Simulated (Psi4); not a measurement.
# [H2PO2]− (SMILES O=[PH2][O-]): levels of theory compared

Aim: a comparison of 6 runs (HF/3-21G, M06-2X/6-31G, B3LYP/6-31G*, TPSS/6-311G**, MP4/cc-pV(D+d)Z) of [H2PO2]−. 

The results are computed with Psi4 1.11.

6 further runs of the same task are left out: 1 that didn't finish, 5 set aside as unsound or not needed.

## 1. The molecule

The species is [H2PO2]− (5 atoms), meant as a singlet with charge -1. SMILES: `O=[PH2][O-]`. The shape is that of a GFN2-xTB optimisation.

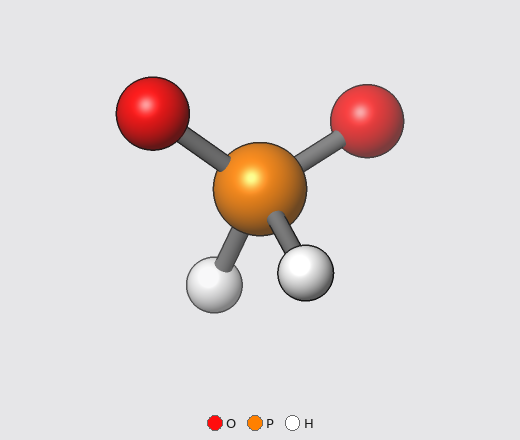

The structure, seen from a chosen angle (oxygen red, phosphorus orange, hydrogen white).

## 2. The energy at HF/3-21G (run 1)

Input file input.json:

```json
{
 "schema_name": "qcschema_input",
 "schema_version": 1,
 "molecule": {
  "schema_name": "qcschema_molecule",
  "schema_version": 2,
  "symbols": ["O", "P", "O", "H", "H"],
  "geometry": [-1.07667146, 0.7900189, 2.54149267, 0.04533453, -0.05557685, 0.12681952, 2.05437796, -1.99581535, 0.19917713, -1.87738621, -0.78950868, -1.57079705, 0.85434518, 2.05090087, -1.29671117],
  "molecular_charge": -1,
  "molecular_multiplicity": 1,
  "fix_symmetry": "c1"
 },
 "driver": "energy",
 "model": {
  "method": "scf",
  "basis": "3-21G"
 },
 "keywords": {
  "reference": "rhf",
  "puream": true,
  "e_convergence": 1e-09,
  "d_convergence": 1e-08,
  "scf_type": "pk"
 }
}
```

Started as:

```
$ psi4 --qcschema input.json -n 1 --memory 1600MB
```

stdout:

```text
[...]
  Running in c1 symmetry.
[...]
  Nuclear repulsion =  117.879278014091781
[...]
  Multiplicity = 1
[...]
  Nalpha       = 17
  Nbeta        = 17
[...]
    Number of basis functions: 35
[...]
   @RHF iter   1:  -488.75502312749370   -2.77780e-01   2.00587e-02 DIIS/ADIIS
[...]
   @RHF iter  11:  -488.96478659472564   -3.12639e-12   6.75924e-09 DIIS
[...]
    Orbital Energies [Eh]
    ---------------------
    Doubly Occupied:
       1A    -79.275951     2A    -20.134176     3A    -20.133744
       4A     -7.343039     5A     -5.230685     6A     -5.228577
       7A     -5.227758     8A     -1.105743     9A     -1.024648
      10A     -0.583417    11A     -0.406999    12A     -0.350606
      13A     -0.294637    14A     -0.191608    15A     -0.190598
      16A     -0.175030    17A     -0.172769
[...]
  @RHF Final Energy:  -488.96478659472564
   => Energetics <=
    Nuclear Repulsion Energy =            117.8792780140917813
    One-Electron Energy =                -919.5481605886877787
    Two-Electron Energy =                 312.7040959798703170
    Total Energy =                       -488.9647865947256378
[...]
 Multipole Moments:
 ------------------------------------------------------------------------------------
     Multipole            Electronic (a.u.)      Nuclear  (a.u.)        Total (a.u.)
 ------------------------------------------------------------------------------------
 L = 1.  Multiply by 2.5417464519 to convert [e a0] to [Debye]
 Dipole X            :          0.3327622           -0.6528664           -0.3201042
 Dipole Y            :         -0.4092783            0.8047767            0.3954983
 Dipole Z            :          0.9319531           -1.8297822           -0.8978290
 Magnitude           :                                                    1.0319800
[...]
```

The result, in JSON:

```text
{
 "driver": "energy",
 "model": {
  "method": "scf",
  "basis": "3-21G"
 },
 "success": true,
 "return_result": -488.96478659472564,
 "properties": {
  "calcinfo_nbasis": 35,
  "calcinfo_nmo": 35,
  "calcinfo_nalpha": 17,
  "calcinfo_nbeta": 17,
  "calcinfo_natom": 5,
  "nuclear_repulsion_energy": 117.87927801409178,
  "return_energy": -488.96478659472564,
  "scf_one_electron_energy": -919.5481605886878,
  "scf_two_electron_energy": 312.7040959798703,
  "scf_dipole_moment": [-0.32010419774518173, 0.395498330685492, -0.8978290467120786],
  "scf_total_energy": -488.96478659472564,
  "scf_iterations": 11
 }
}
```

Run time: 2.6 s. Hardware: 1 thread of AMD EPYC 7R43 (Zen 3), shared host; peak memory 0.17 GiB.

## 3. The energy at M06-2X/6-31G (run 2)

Input file calc.inp:

```
memory 1600 mb

molecule mol {
  -1 1
  O
  P 1 r2
  O 2 r3 1 a3
  H 2 r4 1 a4 3 d4
  H 2 r5 4 a5 3 d5

  r2 = 1.478345
  r3 = 1.478481
  a3 = 118.46435
  r4 = 1.411764
  a4 = 110.10959
  d4 = 127.93834
  r5 = 1.411841
  a5 = 95.52177
  d5 = 113.79532
  units angstrom
  symmetry c1
  no_reorient
  no_com
}

set basis 6-31G
set reference rks
set puream true
set e_convergence 1e-09
set d_convergence 1e-08
set scf_type pk
set dft_radial_points 99
set dft_spherical_points 590

e_tot, wfn = energy("m06-2x", return_wfn=True)
oeprop(wfn, "QUADRUPOLE", "DIPOLE", "MAYER_INDICES", title="M06-2X")
```

Started as:

```
$ psi4 -n 1 calc.inp calc.out
```

calc.out:

```text
[...]
  Running in c1 symmetry.
[...]
  Nuclear repulsion =  117.879293380165265
[...]
  Multiplicity = 1
[...]
  Nalpha       = 17
  Nbeta        = 17
[...]
    Number of basis functions: 35
[...]
   @RKS iter   1:  -492.40067115685071    1.80636e-01   2.58153e-02 ADIIS/DIIS
[...]
   @RKS iter  11:  -492.74862222531925   -6.82121e-13   1.54267e-09 DIIS
[...]
    Orbital Energies [Eh]
    ---------------------
    Doubly Occupied:
       1A    -77.931741     2A    -19.358449     3A    -19.358438
       4A     -6.760922     5A     -4.875405     6A     -4.873072
       7A     -4.871647     8A     -0.924251     9A     -0.844772
      10A     -0.471380    11A     -0.326295    12A     -0.273432
      13A     -0.225492    14A     -0.129006    15A     -0.124471
      16A     -0.110762    17A     -0.106220
[...]
  @RKS Final Energy:  -492.74862222531925
   => Energetics <=
    Nuclear Repulsion Energy =            117.8792933801652651
    One-Electron Energy =                -921.8918102273299837
    Two-Electron Energy =                 331.0878590197464746
    DFT Exchange-Correlation Energy =     -19.8239643979009621
    Empirical Dispersion Energy =           0.0000000000000000
    VV10 Nonlocal Energy =                  0.0000000000000000
    Total Energy =                       -492.7486222253192523
[...]
 Multipole Moments:
 ------------------------------------------------------------------------------------
     Multipole            Electronic (a.u.)      Nuclear  (a.u.)        Total (a.u.)
 ------------------------------------------------------------------------------------
 L = 1.  Multiply by 2.5417464519 to convert [e a0] to [Debye]
 Dipole X            :         -0.0007839            0.0005907           -0.0001932
 Dipole Y            :         -0.8473334            1.8068651            0.9595317
 Dipole Z            :         -0.5047480            1.0757509            0.5710030
 Magnitude           :                                                    1.1165776
 L = 2.  Multiply by 1.3450342976 to convert [e a0^2] to [Debye ang]
 Quadrupole XX       :        -28.2548243            7.8026996          -20.4521247
 Quadrupole XY       :          0.0004155           -0.0004866           -0.0000711
[...]
```

It took 14 s on 1 thread of AMD EPYC 7R43 (Zen 3), shared host; peak memory 0.86 GiB.

Runs 3 to 5 aren't shown in full; the table further down has their settings and results.

## 4. A single-point energy at MP4/cc-pV(D+d)Z (run 6)

Input file h2o2p.dat:

```
memory 1600 MB

molecule {
  -1 1
  O     -0.569750     0.418060     1.344900
  P      0.023990    -0.029410     0.067110
  O      1.087130    -1.056140     0.105400
  H     -0.993470    -0.417790    -0.831230
  H      0.452100     1.085290    -0.686190
}

set {
  basis       cc-pV(D+d)Z
  reference   rhf
  scf_type    pk
  freeze_core -2
  basis_guess true
}

E, wfn = energy('mp4', return_wfn=True)
```

Started as:

```
$ psi4 -i h2o2p.dat -o h2o2p.out -n 1
```

h2o2p.out:

```text
[...]
  Running in c1 symmetry.
[...]
  Nuclear repulsion =  117.879277996345621
[...]
  Multiplicity = 1
[...]
  Nalpha       = 17
  Nbeta        = 17
[...]
    Number of basis functions: 35
[...]
   @RHF iter   1:  -490.42999146061868   -1.05858e-01   2.02450e-02 DIIS/ADIIS
[...]
   @RHF iter  11:  -491.68696171070081   -1.53477e-12   3.20035e-09 DIIS
[...]
    Orbital Energies [Eh]
    ---------------------
    Doubly Occupied:
       1A    -79.795397     2A    -20.257190     3A    -20.257169
       4A     -7.321467     5A     -5.219182     6A     -5.218815
       7A     -5.218356     8A     -1.090790     9A     -1.023839
      10A     -0.557837    11A     -0.385674    12A     -0.363711
      13A     -0.323522    14A     -0.227769    15A     -0.218554
      16A     -0.195357    17A     -0.185996
[...]
  @RHF Final Energy:  -491.68696171070081
   => Energetics <=
    Nuclear Repulsion Energy =            117.8792779963456212
    One-Electron Energy =                -923.4112297940137069
    Two-Electron Energy =                 313.8449900869672433
    Total Energy =                       -491.6869617107008139
[...]
 Multipole Moments:
 ------------------------------------------------------------------------------------
     Multipole            Electronic (a.u.)      Nuclear  (a.u.)        Total (a.u.)
 ------------------------------------------------------------------------------------
 L = 1.  Multiply by 2.5417464519 to convert [e a0] to [Debye]
 Dipole X            :          0.3789630           -0.6528664           -0.2739034
 Dipole Y            :         -0.4663705            0.8047767            0.3384062
 Dipole Z            :          1.0618291           -1.8297822           -0.7679531
 Magnitude           :                                                    0.8827761
[...]
      * MP2 total energy:                   -492.241431146785
[...]
      * MP3 total energy:                   -492.245688541461
[...]
```

It took 16 s on 1 thread of AMD EPYC 7R43 (Zen 3), shared host; peak memory 0.32 GiB.

## 5. All runs side by side

```tsv
run	level	integration grid	task	energy (Eh)	HOMO energy (eV)	LUMO energy (eV)	HOMO–LUMO gap (eV)	wall time
1	HF/3-21G	–	energy	-488.964787	-4.70	13.35	18.05	2.6 s
2	M06-2X/6-31G	99 radial × 590 angular	energy	-492.748622	-2.89	8.89	11.78	14 s
3	B3LYP/6-31G* (spherical functions)	99 radial × 590 angular	gradient	-493.050026	-0.91	8.44	9.35	14 s
4	B3LYP/6-31G* (Cartesian functions)	99 radial × 590 angular	energy	-493.056288	-0.94	8.31	9.25	9.9 s
5	TPSS/6-311G**	99 radial × 590 angular	energy	-493.162395	-0.20	6.35	6.55	32 s
6	MP4/cc-pV(D+d)Z	–	energy	-492.273327	-5.06	10.66	15.73	16 s
```

## 6. Summary of results

| quantity | value |
| --- | --- |
| run 6: total energy | -492.27333 Eh |
| run 6: HOMO energy (Hartree–Fock orbitals) | -5.06 eV |
| run 6: LUMO energy (Hartree–Fock orbitals) | 10.66 eV |
| run 6: HOMO–LUMO gap (to an unbound level, set by the basis) | 15.73 eV |
| run 6: correlation energy (1 core orbital frozen) | -586.4 mEh |

**Reading.** Over runs 1, 2, 3, 4, 5 the HOMO–LUMO gap runs from 6.55 eV (TPSS/6-311G**) to 18.05 eV (HF/3-21G). The two ends differ in method and basis. The empty levels of an anion lie above zero and hang on the basis. Totals of different functionals can't be ranked against each other. All runs together took 88 s, the longest 32 s.
